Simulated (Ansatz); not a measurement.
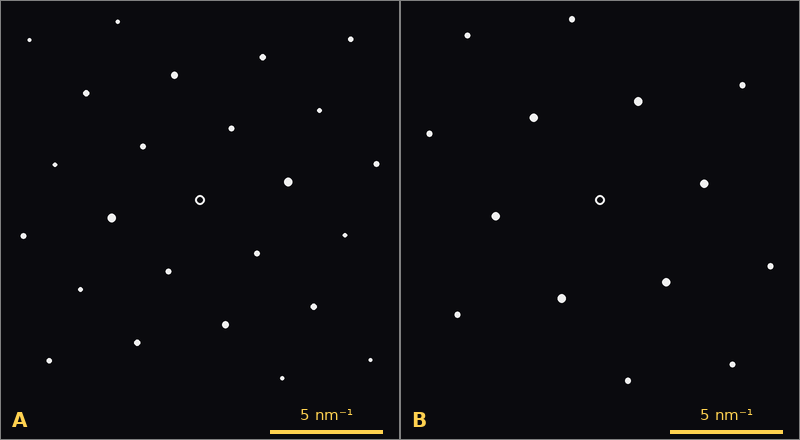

Kinematic electron diffraction patterns (300 kV, B = 0.5 Å², same scale, each along a low-index zone) of two structures of composition ReS, each relaxed at zero pressure with Ansatz 0.2.0, DFT PBE, scalar-relativistic, plane waves, PAW. Each run keeps the magnetic state that it reached.

The structures (standard cells):
1. Fm-3m (No. 225), a = 4.937 Å, 8 atoms; generated start, possibly hypothetical
2. Pm-3m (No. 221), a = 2.976 Å, 2 atoms; generated start, possibly hypothetical

Q: Which pattern belongs to which structure, and along which zone?

A: A is structure 1 along [110] or an equivalent direction: centred rectangular net of -1 1 -1 at d = 2.85 Å and -1 1 1 at d = 2.85 Å, 70.5° apart. B is structure 2 along [111] or an equivalent direction: hexagonal net of -1 1 0 at d = 2.10 Å and -1 0 1 at d = 2.10 Å, 60.0° apart.

Q: Rank the structures by their computed energy.

A: Structure 2 (Pm-3m, 13.17 Å³ an atom) is the lowest of these; structure 1 (Fm-3m, 15.04 Å³ an atom) lies about 560 meV an atom higher. These are static energies at 0 K; other structures, not shown, may lie lower still.
